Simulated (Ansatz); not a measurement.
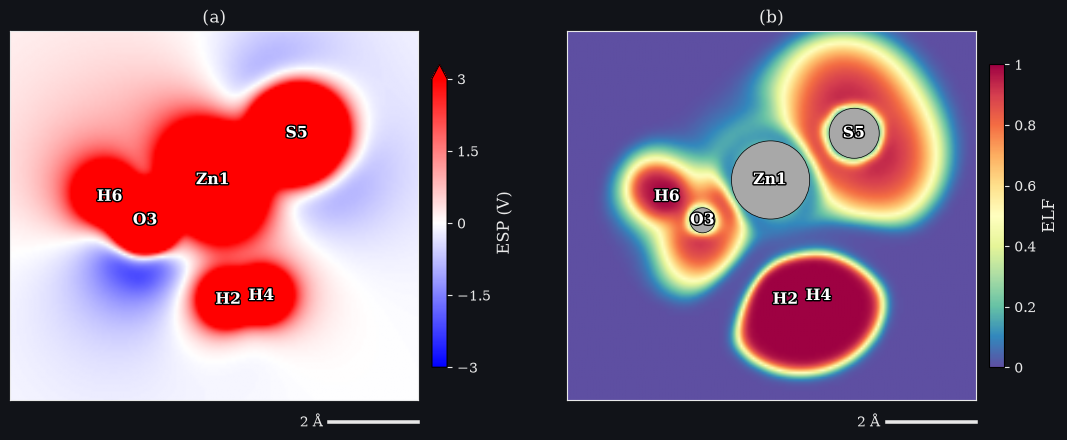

The picture shows: H₂OSZn···H₂. (a) electrostatic potential; (b) ELF on the plane of atoms Zn1, O3 and H6. Grey discs cover the atomic cores in the ELF map.

The product side of a reaction path; geometry: PBE0-D4/def2-TZVP.

Computed with RKS PBE0-D4/def2-TZVPP (Ansatz 0.2.0).

```json
{"atom": "Zn", "x (Å)": "-0.3030", "y (Å)": "-0.3191", "z (Å)": "-0.5226"}
{"atom": "H", "x (Å)": "0.5165", "y (Å)": "0.3019", "z (Å)": "1.9845"}
{"atom": "O", "x (Å)": "0.5887", "y (Å)": "-1.6315", "z (Å)": "0.2784"}
{"atom": "H", "x (Å)": "0.2031", "y (Å)": "0.9805", "z (Å)": "1.9283"}
{"atom": "S", "x (Å)": "-1.3995", "y (Å)": "1.2914", "z (Å)": "-1.4366"}
{"atom": "H", "x (Å)": "0.6914", "y (Å)": "-2.4377", "z (Å)": "-0.2300"}
{"atom": "H", "x (Å)": "-0.2971", "y (Å)": "1.8146", "z (Å)": "-2.0019"}
```

**Describe what can be read from this map.**

- The plane passes through Zn, H, O and S nuclei.
- Zn1···H2 (2.71 Å): the ELF dips to about 0.05 between them.
- Zn–O (1.78 Å): the ELF peaks at about 0.85 in the valence shell of O, 0.6 Å from its nucleus, and is about 0.20 at the midpoint.
- Zn–S (2.15 Å): the ELF peaks at about 0.85 in the valence shell of S, 0.9 Å from its nucleus, and is about 0.60 at the midpoint.
- H–H (0.75 Å): the ELF peaks at about 1 between the atoms.
- O–H (0.96 Å): the ELF climbs to about 1 towards the hydrogen, as it does in any bond to H: a covalent bond by its length.
- The ELF also peaks beside O3 and S5, away from the bonds: lone-pair regions.
- Outside the dense part of the complex the potential is most negative (−2.1 V) near O3.
